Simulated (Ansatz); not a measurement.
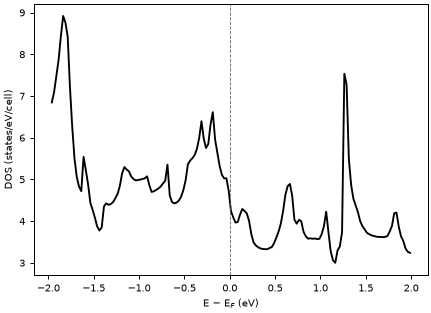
Fig. 1. Density of states of YIr2Si2 (P4/nmm) near the Fermi level, PBEsol, rigid bands (Ansatz, an electronic-structure program).

### Question
With 10 atoms a cell, what bare Sommerfeld coefficient γ = (π²/3) k_B² N(E_F) follows?

### Answer
N(E_F) ≈ 4.5 states/eV a cell at 300 K, so γ ≈ 1.07 mJ/(mol of atoms·K²), before electron-phonon enhancement.

### Question
How far does the Fermi level move in a rigid band for 0.1 electron a cell added or removed?

### Answer
23 meV and -22 meV.

A metal at this level (no band gap); rigid bands, thermally averaged at 300 K, both spins. Spin-orbit coupling is left out, which matters with elements this heavy. Geometry: cell and atoms relaxed with PBEsol.

Formula and space group known from diffraction (Crystallography Open Database), not checked to be the room-temperature form: YIr2Si2 (P4/nmm).
